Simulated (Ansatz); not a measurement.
Sr₂Cu₃B₂O₂ (space group I4/mmm, No. 139): coordinates from a relaxation (final pressure about 5 GPa) with DFT, PAW plane waves, r2scan in Ansatz; the starting structure was generated, so it need not be a known form of this composition.

```
Sr Cu B O
1.0
     3.86327    0.00000    0.00000
     0.00000    3.86327    0.00000
     0.00000    0.00000   16.64781
Sr Cu B O
4 6 4 4
Cartesian
  0.0000 0.0000 9.9244
  1.9316 1.9316 15.0473
  1.9316 1.9316 1.6005
  0.0000 0.0000 6.7234
  0.0000 0.0000 0.0000
  0.0000 1.9316 12.4859
  1.9316 0.0000 12.4859
  1.9316 1.9316 8.3239
  1.9316 0.0000 4.1620
  0.0000 1.9316 4.1620
  1.9316 1.9316 11.8214
  0.0000 0.0000 13.1503
  0.0000 0.0000 3.4975
  1.9316 1.9316 4.8264
  1.9316 0.0000 0.0000
  0.0000 1.9316 0.0000
  0.0000 1.9316 8.3239
  1.9316 0.0000 8.3239
```

Bonds are taken as B–Cu below 2.3 Å and Cu–O below 2.2 Å; Sr is left out of the net, as the electropositive filling of the structure. The graph is simplified in the usual way: terminal and isolated atoms are pruned, two-connected atoms become edges.

What net does this leave?

The result is a uninodal 4-connected, two-periodic (layers) net: Cu and B are 4-connected nodes. O becomes part of the edges. It is the sql net, known from the square lattice. The layers lie parallel to (001).

| node | links | point symbol | coordination sequence |
| --- | --- | --- | --- |
| Cu and B | 4 | 4⁴·6² | 4 8 12 16 20 24 28 32 36 40 |

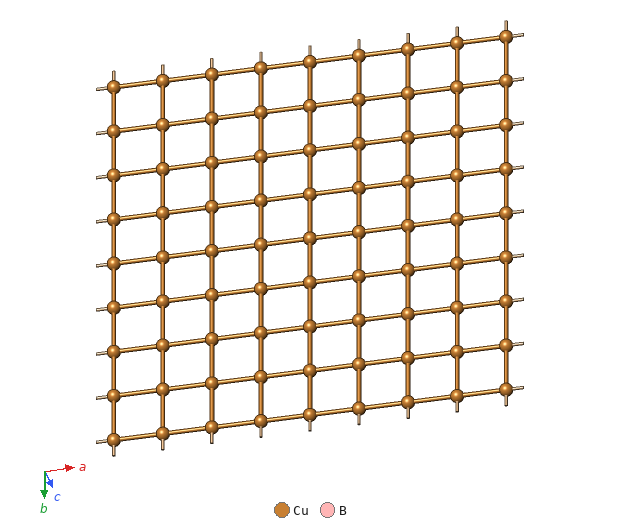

Nodes are coloured by element. One layer is drawn. Edges to nodes outside the piece are drawn as stubs.
